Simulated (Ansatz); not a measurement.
## Run report: Si$_{2}$H$_{6}$SO, geometry relaxation (part 1 of 2)

Si$_{2}$H$_{6}$SO, computed with RKS PBE0-D4/def2-TZVP (Ansatz 0.2.0).

The geometry is a transition state displaced along its imaginary mode. The reaction was set up to form S2–H4 and to break Si1–S2 and O3–H4 (atoms counted from 1 in the order of the input); sticks are drawn by distance alone. Figures and captions count atoms from 1; the log counts them from 0 in places.

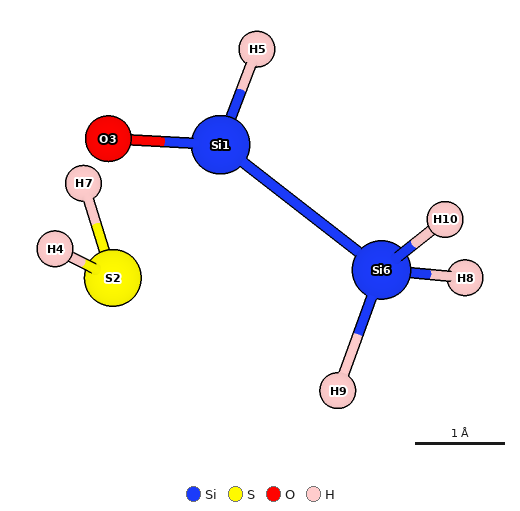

Figure 1. The starting structure (ball-and-stick view, seen at a tilt; atoms are numbered from 1 in the order of the input). Bond lengths as drawn: H–S 1.14 to 1.34 Å, H–Si 1.49 to 1.51 Å, O–Si 1.51 Å and Si–Si 2.35 Å.

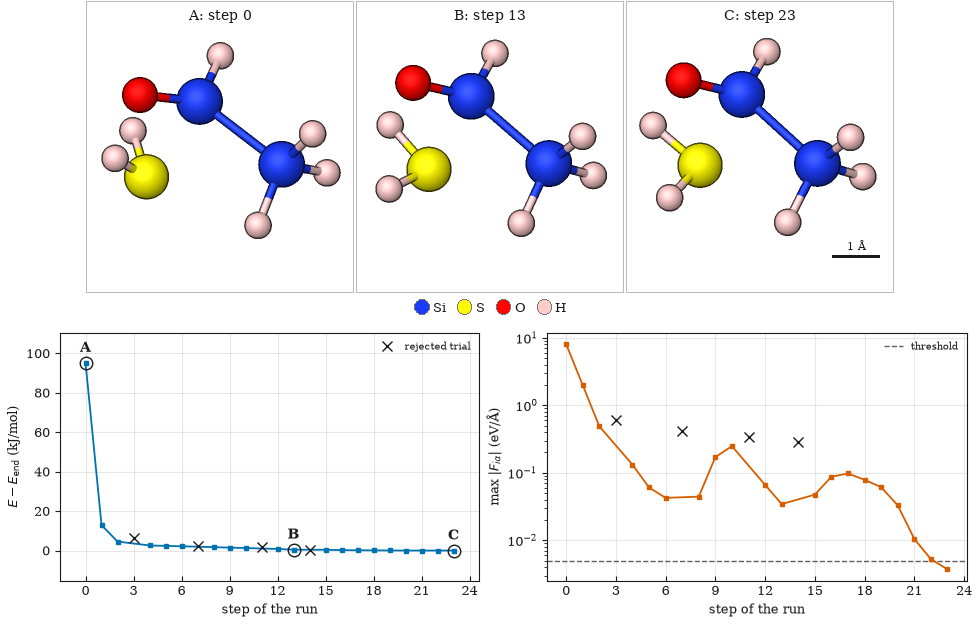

Figure 2. Frames of the relaxation (ball-and-stick view, seen at a tilt) above the curves, on which the letters mark them (the first geometry is step 0 here and step 1 in the log).

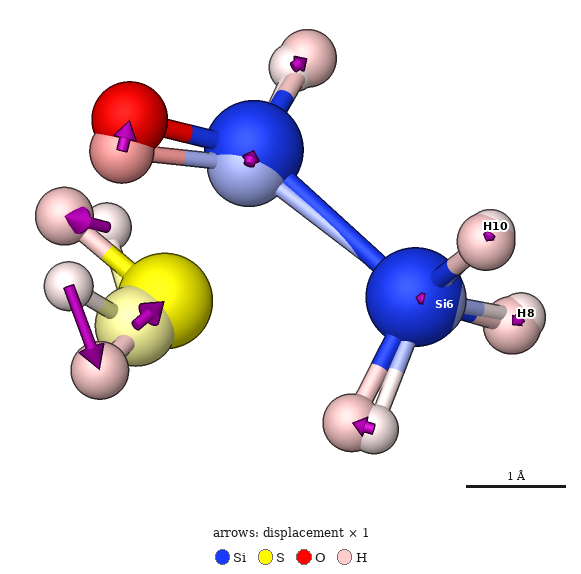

Figure 3. Start (faint) and end (solid) with the displacements as pink arrows, at true length (ball-and-stick view, seen at a tilt). The two geometries are laid on each other by the best rigid fit. The largest move after the best rigid fit is that of H4, 0.92 Å. By element the largest moves are H 0.92 Å, S 0.45 Å, O 0.33 Å, Si 0.17 Å. Among the contacts that change: S2–H4 1.137 → 1.345 Å, Si1–O3 1.507 → 1.531 Å, Si1–H5 1.511 → 1.500 Å. Among the angles that change: Si1–Si6–H10 108.0° → 110.6°. Over 23 geometry steps the energy falls by 95.2 kJ/mol. The largest force component goes from 8.1 to 0.0037 eV/Å. The line search rejected the trial steps at points 3, 7, 11, 14 (counted from 0) and went back. (Atoms are counted from 1 in the order of the input.)

The input and output of the run follow.

## The input
```yaml
crystal:
  periodic: [false, false, false]
  atoms:
    - {symbol: Si, position_ang: [-0.230945, 0.910764, 0.094350]}
    - {symbol: S, position_ang: [1.017764, -0.128874, -1.943691]}
    - {symbol: O, position_ang: [-1.274916, 1.475632, -0.833806]}
    - {symbol: H, position_ang: [0.080815, 0.457099, -2.213156]}
    - {symbol: H, position_ang: [0.943829, 1.714163, 0.601529]}
    - {symbol: Si, position_ang: [-0.529336, -1.037704, 1.376827]}
    - {symbol: H, position_ang: [1.813045, 0.945680, -2.056496]}
    - {symbol: H, position_ang: [0.766089, -1.519541, 1.925598]}
    - {symbol: H, position_ang: [-1.140884, -2.105846, 0.543983]}
    - {symbol: H, position_ang: [-1.445460, -0.711374, 2.504761]}
basis:
  gaussian: {orbitals: def2-TZVP}
hamiltonian: {xc: pbe0, dispersion: d4}
relax: {f_tol: 0.005, max_steps: 200}
```

Run as:
```bash
ansatz run in.yaml --threads 4 --pin off --events-out ev --progress --plain --max-ram 9574MiB
```

## The program's output
```
Functional definition: PBE0
  name "PBE0"
  cite "Adamo & Barone, J. Chem. Phys. 110, 6158 (1999) doi:10.1063/1.478522"
  cite "Perdew, Burke & Ernzerhof, Phys. Rev. Lett. 77, 3865 (1996) doi:10.1103/PhysRevLett.77.3865"
  parent pbe
  parameter a = 0.25
  parameter kappa = 0.804
  parameter beta = 0.06672455060314922
  exchange = (1 - a)*pbe_x(kappa = kappa, mu = beta*pi^2/3) + a*exact_x
  correlation = pbe_c(beta = beta)
1222 factors; their error is unknown
mean field evaluation 1: about -28715.4168 eV, gradient 6.6e1 eV
mean field evaluation 2: about -28580.1638 eV, gradient 2.0e2 eV
mean field evaluation 4: about -28723.0737 eV, gradient 9.9e0 eV
mean field evaluation 8: about -28723.2875 eV, gradient 2.9e-1 eV
mean field evaluation 16: about -28723.3818 eV, gradient 1.1e-4 eV
mean field -28723.38182461 eV, -1055.5648126471 hartree, gradient 2.4e-5 eV, S^2 0.000000; 0 other end points of the search recorded, 0 dependent functions left out
the calculation of the forces begins
reference -28723.38185938 eV, -1055.5648139246 hartree; 29, 29 occupied and 149, 149 virtual orbitals, 1222 factors
relax step   1: F+E_penalty+E_count = -28723.60016596 eV  Δ(F+E_penalty+E_count) = +0.000e0 eV  max|allowed force component| = 8.072e0 eV/Å  Δτ_max = 0.0000 Å  (28 SCF iters, accepted)
these checks for a lower state are left out or cut short: starts, cluster_reference, orbital_swaps, neighbouring_geometries, increment
1222 factors; their error is unknown
mean field -28724.23547583 eV, -1055.5961837508 hartree, gradient 1.2e-5 eV, S^2 0.000000; 0 other end points of the search recorded, 0 dependent functions left out
[... from here on the field's lines of each further geometry are left out, up to the last ...]
relax step   2: F+E_penalty+E_count = -28724.45287583 eV  Δ(F+E_penalty+E_count) = -8.527e-1 eV  max|allowed force component| = 1.996e0 eV/Å  Δτ_max = 0.1989 Å  (30 SCF iters, accepted)
relax step   3: F+E_penalty+E_count = -28724.53937567 eV  Δ(F+E_penalty+E_count) = -8.650e-2 eV  max|allowed force component| = 4.887e-1 eV/Å  Δτ_max = 0.1965 Å  (30 SCF iters, accepted)
relax step   4: F+E_penalty+E_count = -28724.52174903 eV  Δ(F+E_penalty+E_count) = +1.763e-2 eV  max|allowed force component| = 6.062e-1 eV/Å  Δτ_max = 0.0858 Å  (30 SCF iters, rejected (line search))
relax step   5: F+E_penalty+E_count = -28724.55976911 eV  Δ(F+E_penalty+E_count) = -2.039e-2 eV  max|allowed force component| = 1.322e-1 eV/Å  Δτ_max = 0.0418 Å  (29 SCF iters, accepted)
relax step   6: F+E_penalty+E_count = -28724.56207590 eV  Δ(F+E_penalty+E_count) = -2.307e-3 eV  max|allowed force component| = 6.053e-2 eV/Å  Δτ_max = 0.0381 Å  (30 SCF iters, accepted)
relax step   7: F+E_penalty+E_count = -28724.56428274 eV  Δ(F+E_penalty+E_count) = -2.207e-3 eV  max|allowed force component| = 4.248e-2 eV/Å  Δτ_max = 0.0520 Å  (30 SCF iters, accepted)
relax step   8: F+E_penalty+E_count = -28724.56298593 eV  Δ(F+E_penalty+E_count) = +1.297e-3 eV  max|allowed force component| = 4.133e-1 eV/Å  Δτ_max = 0.1951 Å  (29 SCF iters, rejected (line search))
relax step   9: F+E_penalty+E_count = -28724.56850489 eV  Δ(F+E_penalty+E_count) = -4.222e-3 eV  max|allowed force component| = 4.427e-2 eV/Å  Δτ_max = 0.0975 Å  (29 SCF iters, accepted)
relax step  10: F+E_penalty+E_count = -28724.57130845 eV  Δ(F+E_penalty+E_count) = -2.804e-3 eV  max|allowed force component| = 1.706e-1 eV/Å  Δτ_max = 0.0950 Å  (29 SCF iters, accepted)
relax step  11: F+E_penalty+E_count = -28724.57328359 eV  Δ(F+E_penalty+E_count) = -1.975e-3 eV  max|allowed force component| = 2.482e-1 eV/Å  Δτ_max = 0.1028 Å  (29 SCF iters, accepted)
relax step  12: F+E_penalty+E_count = -28724.56884474 eV  Δ(F+E_penalty+E_count) = +4.439e-3 eV  max|allowed force component| = 3.400e-1 eV/Å  Δτ_max = 0.1139 Å  (28 SCF iters, rejected (line search))
relax step  13: F+E_penalty+E_count = -28724.57831314 eV  Δ(F+E_penalty+E_count) = -5.030e-3 eV  max|allowed force component| = 6.620e-2 eV/Å  Δτ_max = 0.0569 Å  (30 SCF iters, accepted)
relax step  14: F+E_penalty+E_count = -28724.58185079 eV  Δ(F+E_penalty+E_count) = -3.538e-3 eV  max|allowed force component| = 3.440e-2 eV/Å  Δτ_max = 0.1000 Å  (29 SCF iters, accepted)
relax step  15: F+E_penalty+E_count = -28724.58117523 eV  Δ(F+E_penalty+E_count) = +6.756e-4 eV  max|allowed force component| = 2.858e-1 eV/Å  Δτ_max = 0.1463 Å  (30 SCF iters, rejected (line search))
relax step  16: F+E_penalty+E_count = -28724.58268399 eV  Δ(F+E_penalty+E_count) = -8.332e-4 eV  max|allowed force component| = 4.737e-2 eV/Å  Δτ_max = 0.0555 Å  (30 SCF iters, accepted)
relax step  17: F+E_penalty+E_count = -28724.58445647 eV  Δ(F+E_penalty+E_count) = -1.772e-3 eV  max|allowed force component| = 8.730e-2 eV/Å  Δτ_max = 0.0729 Å  (29 SCF iters, accepted)
relax step  18: F+E_penalty+E_count = -28724.58509435 eV  Δ(F+E_penalty+E_count) = -6.379e-4 eV  max|allowed force component| = 9.759e-2 eV/Å  Δτ_max = 0.0439 Å  (29 SCF iters, accepted)
relax step  19: F+E_penalty+E_count = -28724.58572554 eV  Δ(F+E_penalty+E_count) = -6.312e-4 eV  max|allowed force component| = 7.871e-2 eV/Å  Δτ_max = 0.0448 Å  (30 SCF iters, accepted)
relax step  20: F+E_penalty+E_count = -28724.58618823 eV  Δ(F+E_penalty+E_count) = -4.627e-4 eV  max|allowed force component| = 6.116e-2 eV/Å  Δτ_max = 0.0510 Å  (29 SCF iters, accepted)
relax step  21: F+E_penalty+E_count = -28724.58648582 eV  Δ(F+E_penalty+E_count) = -2.976e-4 eV  max|allowed force component| = 3.288e-2 eV/Å  Δτ_max = 0.0173 Å  (29 SCF iters, accepted)
relax step  22: F+E_penalty+E_count = -28724.58656871 eV  Δ(F+E_penalty+E_count) = -8.289e-5 eV  max|allowed force component| = 1.046e-2 eV/Å  Δτ_max = 0.0111 Å  (29 SCF iters, accepted)
relax step  23: F+E_penalty+E_count = -28724.58658891 eV  Δ(F+E_penalty+E_count) = -2.020e-5 eV  max|allowed force component| = 5.251e-3 eV/Å  Δτ_max = 0.0093 Å  (30 SCF iters, accepted)
the calculation of the forces begins
reference -28724.36896780 eV, -1055.6010894900 hartree; 29, 29 occupied and 149, 149 virtual orbitals, 1222 factors
relax step  24: F+E_penalty+E_count = -28724.58659519 eV  Δ(F+E_penalty+E_count) = -6.284e-6 eV  max|allowed force component| = 3.708e-3 eV/Å  Δτ_max = 0.0065 Å  (22 SCF iters, accepted)
1222 factors; their error is unknown
mean field evaluation 192: about -28724.3689 eV, gradient 1.7e-3 eV
mean field -28724.36893318 eV, -1055.6010882177 hartree, gradient 1.6e-5 eV, S^2 0.000000; 1 other end points of the search recorded, 0 dependent functions left out
the calculation of the forces begins
reference -28724.36896780 eV, -1055.6010894900 hartree; 29, 29 occupied and 149, 149 virtual orbitals, 1222 factors
Total energy: -28724.58662981 eV, -1055.6090884215 hartree
Atom 0 at    -0.130706     1.035614     0.188970 Å, force    -0.003708     0.002845    -0.000784 eV/Å
Atom 1 at     1.318631     0.014431    -1.649947 Å, force     0.001761    -0.001203    -0.001069 eV/Å
Atom 2 at    -1.201355     1.766019    -0.626130 Å, force     0.003417    -0.002837     0.002463 eV/Å
Atom 3 at     0.208901    -0.425021    -2.270083 Å, force    -0.000855    -0.000835     0.000205 eV/Å
Atom 4 at     1.067365     1.731284     0.763212 Å, force    -0.000895    -0.000147    -0.000226 eV/Å
Atom 5 at    -0.560476    -0.996145     1.293530 Å, force     0.000082    -0.000199    -0.000787 eV/Å
Atom 6 at     1.255426     1.202944    -2.277478 Å, force     0.000549     0.001841    -0.000433 eV/Å
Atom 7 at     0.708432    -1.592544     1.798950 Å, force    -0.000057    -0.000267    -0.000230 eV/Å
Atom 8 at    -1.183935    -1.953777     0.339111 Å, force    -0.000320     0.000472     0.000758 eV/Å
Atom 9 at    -1.482282    -0.782807     2.439763 Å, force     0.000026     0.000329     0.000104 eV/Å
Dipole moment:     0.715464    -0.509954    -0.241548 e Å
```

## Trajectory as extended XYZ (Å, eV, eV/Å), 21 of the 24 frames kept, from step=1 to step=24
```
10
Properties=species:S:1:pos:R:3:forces:R:3 step=1 energy=-28723.60017
Si   -0.2309    0.9108    0.0944    1.1821  -0.5184   1.1003
S     1.0178   -0.1289   -1.9437    8.0718  -5.0145   2.4219
O    -1.2749    1.4756   -0.8338   -1.1471   0.6675  -0.6927
H     0.0808    0.4571   -2.2132   -7.9390   4.8836  -2.7083
H     0.9438    1.7142    0.6015   -0.1388  -0.0572  -0.0858
Si   -0.5293   -1.0377    1.3768   -0.1381   0.0642   0.0062
H     1.8130    0.9457   -2.0565    0.0447   0.0146  -0.0355
H     0.7661   -1.5195    1.9256    0.0337   0.0138  -0.0072
H    -1.1409   -2.1058    0.5440    0.0037  -0.0060  -0.0059
H    -1.4455   -0.7114    2.5048    0.0269  -0.0476   0.0070
10
Properties=species:S:1:pos:R:3:forces:R:3 step=2 energy=-28724.45288
Si   -0.2251    0.9145    0.1195    0.3558  -0.1432   0.3065
S     1.0796   -0.1383   -1.8857    1.9962  -1.0076   1.0564
O    -1.3300    1.5161   -0.7385   -0.3934   0.2423  -0.2449
H     0.0643    0.4189   -2.4077   -1.9803   1.0040  -1.1185
H     0.9465    1.7184    0.6092   -0.0169  -0.0476  -0.0320
Si   -0.5436   -1.0368    1.3861    0.0035   0.0318   0.0067
H     1.8446    0.9509   -2.0753    0.0170  -0.0282   0.0186
H     0.7620   -1.5100    1.9222    0.0080  -0.0272   0.0105
H    -1.1461   -2.1057    0.5471   -0.0001   0.0015  -0.0052
H    -1.4523   -0.7281    2.5229    0.0101  -0.0258   0.0020
10
Properties=species:S:1:pos:R:3:forces:R:3 step=3 energy=-28724.53938
Si   -0.2444    0.9390    0.1509    0.1059   0.0567  -0.2902
S     1.0873   -0.1124   -1.7875   -0.2416   0.1855  -0.4887
O    -1.3455    1.5667   -0.7097   -0.1048   0.0376   0.1567
H     0.0661    0.3336   -2.5847    0.3848  -0.2248   0.4263
H     0.9587    1.7081    0.6122   -0.0384   0.0033   0.0698
Si   -0.5373   -1.0354    1.3897   -0.0617   0.0100   0.0504
H     1.8397    0.9705   -2.0664   -0.0451  -0.0722   0.0834
H     0.7637   -1.5341    1.9187    0.0030   0.0243  -0.0224
H    -1.1484   -2.0947    0.5432    0.0016   0.0167  -0.0120
H    -1.4400   -0.7414    2.5337   -0.0038  -0.0372   0.0266
10
Properties=species:S:1:pos:R:3:forces:R:3 step=4 energy=-28724.52175 accepted=F
Si   -0.1906    0.9205    0.0866   -0.3577   0.0422   0.6062
S     1.0969   -0.1213   -1.7822   -0.0588   0.0632  -0.2582
O    -1.3549    1.5779   -0.6543   -0.0970   0.1009  -0.2846
H     0.0738    0.2788   -2.5799    0.1784  -0.0989   0.2007
H     0.9492    1.7176    0.6398    0.1806  -0.0479  -0.1119
Si   -0.5583   -1.0146    1.3892    0.1950   0.0110  -0.1934
H     1.8242    0.9763   -2.0606   -0.0226  -0.0182   0.0140
H     0.7679   -1.4856    1.8854   -0.0381  -0.0979   0.0206
H    -1.1597   -2.0623    0.5189    0.0214  -0.0459   0.0398
H    -1.4485   -0.7873    2.5570   -0.0010   0.0913  -0.0332
```
